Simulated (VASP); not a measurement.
# Bi2Te3 (Tellurobismuthite): convergence with the k-mesh and plane-wave cutoff, part 3 of 3

How sensitive are energy, pressure and forces of Bi2Te3 (Tellurobismuthite) to the k-mesh and plane-wave cutoff? The series runs use PBE. The start is a cell from a database of measured crystal structures.

VASP 6.6.1; PBE; plane waves and PAW (Bi_d, Te).

Still holding for the runs below: Spin-orbit coupling is off here; with elements this heavy it splits and shifts levels by tenths of an eV or more.

So far. Step 13 (Plane-wave cutoff: ENCUT = 240): Against the run before the energy moves by -11.39 meV an atom and the pressure by +2.22 GPa, after 14 cycles in 8.4 s.

### 14. Plane-wave cutoff: ENCUT = 280

The input, INCAR:

```
SYSTEM = Bi2Te3
PREC = Accurate
ENCUT = 280
EDIFF = 1E-06
NELM = 100
ISMEAR = -1
SIGMA = 0.05
LREAL = .FALSE.
ALGO = Normal
GGA = PE
NBANDS = 30
LORBIT = 11
LWAVE = .FALSE.
LCHARG = .FALSE.
KPAR = 4
ISIF = 2
```

The input, POSCAR:

```
Bi2Te3
1.0
   -4.3860000000      0.0000000000      0.0000000000
    2.1930000000     -3.7983874210      0.0000000000
    2.1930000000      1.2661291403     10.1656666667
Bi Te
2 3
Direct
    0.8000000000      0.4000000000      0.2000000000
    0.2000000000      0.6000000000      0.8000000000
    0.0000000000      0.0000000000      0.0000000000
    0.4190000000      0.2095000000      0.6285000000
    0.5810000000      0.7905000000      0.3715000000
```

The input, KPOINTS:

```
Automatic mesh
0
Gamma
5 5 5
0 0 0
```

PAW data sets: Bi_d and Te (PBE family, release 64).

Run with:

```sh
> mpirun -np 4 vasp_std
```

The program printed:

```text
[... set-up lines as in an earlier step ...]
 entering main loop
       N       E                     dE             d eps       ncg     rms          rms(c)
DAV:   1     0.342635671397E+03    0.34264E+03   -0.15936E+04  1164   0.984E+02
DAV:   2     0.122831570683E+02   -0.33035E+03   -0.31901E+03  1286   0.312E+02
DAV:   3    -0.176190168996E+02   -0.29902E+02   -0.29092E+02  1402   0.112E+02
DAV:   4    -0.185739187679E+02   -0.95490E+00   -0.95147E+00  1374   0.221E+01
[...]
DAV:  12    -0.183305179462E+02   -0.68412E-05   -0.11929E-05  1102   0.187E-02    0.188E-02
DAV:  13    -0.183305197822E+02   -0.18361E-05   -0.51165E-06  1134   0.114E-02    0.370E-03
DAV:  14    -0.183305198681E+02   -0.85878E-07   -0.42596E-07   678   0.469E-03
   1 F= -.18330520E+02 E0= -.18330329E+02  d E =-.381835E-03
```

Run time: 9.6 s. Hardware: 4 MPI ranks of Intel Xeon Platinum 8259CL at 2.50GHz (Skylake/Cascade Lake), shared host; peak memory 0.74 GiB; 34 s of CPU time.

Parts of OUTCAR (step 14):

```text
  Total        1.9802050      1.9802050      1.8037200      0.0000000     -0.0000000      0.0000000
  in kB       18.7334165     18.7334165     17.0638079      0.0000000     -0.0000000      0.0000000
  external PRESSURE =      18.1768803 kB  Pullay stress =       0.0000000 kB

 POSITION                                       TOTAL-FORCE (eV/Angst)
 -----------------------------------------------------------------------------------
     -2.19300     -1.26613      2.03313         0.000000     -0.000000      0.001748
      2.19300     -1.26613      8.13253         0.000000      0.000000     -0.001748
      0.00000      0.00000      0.00000         0.000000      0.000000      0.000000
      0.00000     -0.00000      6.38912        -0.000000     -0.000000      0.024449
     -0.00000     -2.53226      3.77655        -0.000000      0.000000     -0.024449
 -----------------------------------------------------------------------------------
    total drift:                                0.000000     -0.000000      0.000000

  FREE ENERGIE OF THE ION-ELECTRON SYSTEM (eV)
  ---------------------------------------------------
  free  energy   TOTEN  =       -18.3305198681 eV

  energy  without entropy=      -18.3301380333  energy(sigma->0) =      -18.33032895

[... 1 part as in an earlier step ...]

[... 2 further parts left out ...]
[key lines of the parts left out:]
E-fermi :   6.3639
```

Against the run before the energy moves by -1.08 meV an atom and the pressure by +0.42 GPa, after 14 cycles in 9.6 s.

### 15. Plane-wave cutoff: ENCUT = 320

INCAR, as its differences from that of step 14:

```diff
@@ -2,3 +2,3 @@
 PREC = Accurate
-ENCUT = 280
+ENCUT = 320
 EDIFF = 1E-06
```

POSCAR is that of step 14.

KPOINTS is that of step 14.

Run with:

```sh
> mpirun -np 4 vasp_std
```

The program printed:

```text
[... set-up lines as in an earlier step ...]
 entering main loop
       N       E                     dE             d eps       ncg     rms          rms(c)
DAV:   1     0.363797902433E+03    0.36380E+03   -0.17032E+04  1156   0.109E+03
DAV:   2     0.173457425473E+02   -0.34645E+03   -0.33401E+03  1256   0.327E+02
DAV:   3    -0.173605418052E+02   -0.34706E+02   -0.33719E+02  1482   0.122E+02
DAV:   4    -0.185597907915E+02   -0.11992E+01   -0.11933E+01  1334   0.244E+01
[...]
DAV:  12    -0.183303430610E+02   -0.66299E-05   -0.12315E-05  1114   0.182E-02    0.198E-02
DAV:  13    -0.183303449550E+02   -0.18941E-05   -0.53550E-06  1120   0.116E-02    0.389E-03
DAV:  14    -0.183303450361E+02   -0.81109E-07   -0.42578E-07   690   0.478E-03
   1 F= -.18330345E+02 E0= -.18330155E+02  d E =-.380180E-03
```

The job ended after 15 s (4 MPI ranks; peak memory 0.88 GiB).

OUTCAR, selected parts (step 15):

```text
  Total        1.7674535      1.7674535      1.5900556      0.0000000     -0.0000000      0.0000000
  in kB       16.7207143     16.7207143     15.0424697      0.0000000     -0.0000000      0.0000000
  external PRESSURE =      16.1612994 kB  Pullay stress =       0.0000000 kB

 POSITION                                       TOTAL-FORCE (eV/Angst)
 -----------------------------------------------------------------------------------
     -2.19300     -1.26613      2.03313         0.000000     -0.000000      0.001162
      2.19300     -1.26613      8.13253         0.000000      0.000000     -0.001162
      0.00000      0.00000      0.00000         0.000000     -0.000000      0.000000
      0.00000     -0.00000      6.38912        -0.000000     -0.000000      0.025083
     -0.00000     -2.53226      3.77655        -0.000000      0.000000     -0.025083
 -----------------------------------------------------------------------------------
    total drift:                               -0.000000     -0.000000     -0.000000

  FREE ENERGIE OF THE ION-ELECTRON SYSTEM (eV)
  ---------------------------------------------------
  free  energy   TOTEN  =       -18.3303450361 eV

  energy  without entropy=      -18.3299648563  energy(sigma->0) =      -18.33015495

[... 1 part as in an earlier step ...]

[... 2 further parts left out ...]
[key lines of the parts left out:]
E-fermi :   6.3641
```

Against the run before the energy moves by +0.03 meV an atom and the pressure by -0.20 GPa, after 14 cycles in 15 s.

### 16. Plane-wave cutoff: ENCUT = 390

INCAR, as its differences from that of step 15:

```diff
@@ -2,3 +2,3 @@
 PREC = Accurate
-ENCUT = 320
+ENCUT = 390
 EDIFF = 1E-06
```

POSCAR is that of step 15.

KPOINTS is that of step 15.

Run with:

```sh
> mpirun -np 4 vasp_std
```

The program printed:

```text
[... set-up lines as in an earlier step ...]
 entering main loop
       N       E                     dE             d eps       ncg     rms          rms(c)
DAV:   1     0.396114912753E+03    0.39611E+03   -0.18765E+04  1140   0.126E+03
DAV:   2     0.228541665972E+02   -0.37326E+03   -0.35986E+03  1224   0.352E+02
DAV:   3    -0.169187297981E+02   -0.39773E+02   -0.38089E+02  1458   0.133E+02
DAV:   4    -0.185380660980E+02   -0.16193E+01   -0.16111E+01  1326   0.287E+01
[...]
DAV:  12    -0.183340458002E+02   -0.64804E-05   -0.12120E-05  1136   0.180E-02    0.200E-02
DAV:  13    -0.183340475407E+02   -0.17404E-05   -0.52408E-06  1096   0.117E-02    0.368E-03
DAV:  14    -0.183340475818E+02   -0.41159E-07   -0.44321E-07   714   0.512E-03
   1 F= -.18334048E+02 E0= -.18333858E+02  d E =-.378981E-03
```

The job ended after 17 s (4 MPI ranks; peak memory 0.97 GiB; 63 s of CPU time).

Parts of OUTCAR (step 16):

```text
  Total        1.9841300      1.9841300      1.8064319     -0.0000000     -0.0000000      0.0000000
  in kB       18.7705484     18.7705484     17.0894632     -0.0000000     -0.0000000      0.0000000
  external PRESSURE =      18.2101866 kB  Pullay stress =       0.0000000 kB

 POSITION                                       TOTAL-FORCE (eV/Angst)
 -----------------------------------------------------------------------------------
     -2.19300     -1.26613      2.03313         0.000000     -0.000000      0.001156
      2.19300     -1.26613      8.13253        -0.000000      0.000000     -0.001156
      0.00000      0.00000      0.00000         0.000000     -0.000000      0.000000
      0.00000     -0.00000      6.38912        -0.000000     -0.000000      0.025542
     -0.00000     -2.53226      3.77655         0.000000      0.000000     -0.025542
 -----------------------------------------------------------------------------------
    total drift:                               -0.000000     -0.000000     -0.000000

  FREE ENERGIE OF THE ION-ELECTRON SYSTEM (eV)
  ---------------------------------------------------
  free  energy   TOTEN  =       -18.3340475818 eV

  energy  without entropy=      -18.3336686013  energy(sigma->0) =      -18.33385809

[... 1 part as in an earlier step ...]

[... 2 further parts left out ...]
[key lines of the parts left out:]
E-fermi :   6.3646
```

Against the run before the energy moves by -0.74 meV an atom and the pressure by +0.20 GPa, after 14 cycles in 17 s.

### 17. Plane-wave cutoff: ENCUT = 490

INCAR, as its differences from that of step 16:

```diff
@@ -2,3 +2,3 @@
 PREC = Accurate
-ENCUT = 390
+ENCUT = 490
 EDIFF = 1E-06
```

POSCAR is that of step 16.

KPOINTS is that of step 16.

Run with:

```sh
> mpirun -np 4 vasp_std
```

The program printed:

```text
[... set-up lines as in an earlier step ...]
 entering main loop
       N       E                     dE             d eps       ncg     rms          rms(c)
DAV:   1     0.425862071854E+03    0.42586E+03   -0.21074E+04  1140   0.148E+03
DAV:   2     0.260300634568E+02   -0.39983E+03   -0.38738E+03  1232   0.383E+02
DAV:   3    -0.167284010029E+02   -0.42758E+02   -0.41235E+02  1452   0.139E+02
DAV:   4    -0.185214856764E+02   -0.17931E+01   -0.17815E+01  1272   0.303E+01
[...]
DAV:  12    -0.183353884495E+02   -0.65045E-05   -0.12402E-05  1108   0.185E-02    0.196E-02
DAV:  13    -0.183353902218E+02   -0.17723E-05   -0.54038E-06  1126   0.121E-02    0.409E-03
DAV:  14    -0.183353902853E+02   -0.63504E-07   -0.42729E-07   732   0.520E-03
   1 F= -.18335390E+02 E0= -.18335201E+02  d E =-.378719E-03
```

It took 23 s on 4 MPI ranks; peak memory 1.2 GiB; 87 s of CPU time.

From OUTCAR (step 17):

```text
  Total        2.0467386      2.0467386      1.8718911      0.0000000     -0.0000000      0.0000000
  in kB       19.3628468     19.3628468     17.7087297      0.0000000     -0.0000000      0.0000000
  external PRESSURE =      18.8114744 kB  Pullay stress =       0.0000000 kB

 POSITION                                       TOTAL-FORCE (eV/Angst)
 -----------------------------------------------------------------------------------
     -2.19300     -1.26613      2.03313        -0.000000     -0.000000      0.001770
      2.19300     -1.26613      8.13253         0.000000      0.000000     -0.001770
      0.00000      0.00000      0.00000         0.000000     -0.000000      0.000000
      0.00000     -0.00000      6.38912         0.000000     -0.000000      0.025598
     -0.00000     -2.53226      3.77655        -0.000000      0.000000     -0.025598
 -----------------------------------------------------------------------------------
    total drift:                                0.000000      0.000000     -0.000000

  FREE ENERGIE OF THE ION-ELECTRON SYSTEM (eV)
  ---------------------------------------------------
  free  energy   TOTEN  =       -18.3353902853 eV

  energy  without entropy=      -18.3350115663  energy(sigma->0) =      -18.33520093

[... 1 part as in an earlier step ...]

[... 2 further parts left out ...]
[key lines of the parts left out:]
E-fermi :   6.3646
```

Against the run before the energy moves by -0.27 meV an atom and the pressure by +0.06 GPa, after 14 cycles in 23 s.

### 18. The plane-wave cutoff series as a table

This step: convergence of PBE results with the cutoff; plane waves and PAW (VASP 6.6.1).

No new run; the numbers come from the runs before.

Differences are taken from the run with ENCUT = 490. Results of the series, by row:

```
    setting     status  energy less the reference (meV/atom)  pressure (GPa)  largest force difference (meV/Å)  gap (eV)  SCF cycles  wall time (s)
ENCUT = 150  converged                                  2414          -118.6                             221.2      0.31          15            5.4
ENCUT = 180  converged                                 284.9          -26.23                             6.937    0.2949          14            6.2
ENCUT = 220  converged                                 13.45         -0.8302                             3.558    0.2843          14            8.4
ENCUT = 240  converged                                 2.054           1.393                             2.201    0.2823          14            8.4
ENCUT = 280  converged                                0.9744           1.818                             1.149    0.2818          14            9.6
ENCUT = 320  converged                                 1.009           1.616                             0.608    0.2824          14           15.2
ENCUT = 390  converged                                0.2686           1.821                             0.614    0.2829          14           17.4
ENCUT = 490  converged                                     0           1.881                                 0     0.283          14             23
```

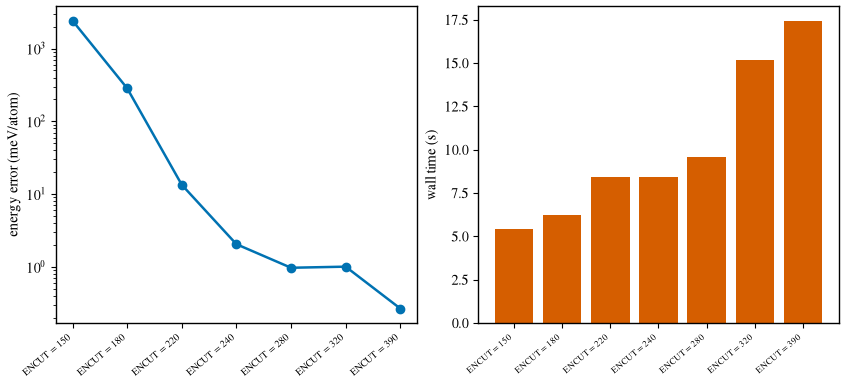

The energy error in size, against the reference run (errors under 0.01 are drawn at 0.01), and the wall time by setting.

### 19. What came out

- k-mesh from which the energy stays within 10 meV/atom of the reference: 3 3 3
- k-mesh from which the energy stays within 1 meV/atom of the reference: 4 4 4
- k-mesh from which the pressure stays within 0.2 GPa of the reference: 3 3 3
- spread of the pressure over the k-mesh: 2.41 GPa
- spread of the energy over the k-mesh: 247 meV/atom
- plane-wave cutoff from which the energy stays within 10 meV/atom of the reference: ENCUT = 240
- plane-wave cutoff from which the energy stays within 1 meV/atom of the reference: ENCUT = 390
- plane-wave cutoff from which the pressure stays within 0.2 GPa of the reference: ENCUT = 390
- spread of the pressure over the plane-wave cutoff: 121 GPa
- spread of the energy over the plane-wave cutoff: 2414 meV/atom

In words: From 4 4 4 on, the energy stays within 1 meV an atom of the reference, at 14 % of its time. The pressure holds within 0.2 GPa from 3 3 3 on. The energy swings above and below the reference, since the sum over k-points is not variational. From ENCUT = 390 on, the energy stays within 1 meV an atom of the reference, at 76 % of its time. The pressure holds within 0.2 GPa from ENCUT = 390 on. These cutoffs are 0.6 to 2 times the default of the data sets, about 240 eV; at the default the run is off by +2.1 meV an atom, -0.49 GPa, 2.2 meV/Å in forces, and at 1.3 times by +1.0 meV an atom, -0.27 GPa, 0.6 meV/Å in forces. Energy differences between like cells converge faster than these totals. Differences are taken from the run with 11 11 11, which is itself not the exact limit. The run at 2 2 2 is over 30 meV an atom or 2 GPa off and describes the material poorly. The runs at ENCUT = 150; ENCUT = 180; ENCUT = 220 are over 30 meV an atom or 2 GPa off and describe the material poorly.

[Lines on the potential files, build, host, timing and source positions are cut from VASP's logs without a mark.]

[Logs are printed without paths, hosts, clocks, repeated set-up lines and the standing remarks that a program may print on its own settings, such as how far it seeks lower states.]

[Hosts, paths, dates, database ids (printed as entryN), source tags and the programs' standing remarks are cut or masked in the printed files.]

[A measured line is paired with the nearest computed mode of its activity, which favours agreement.]
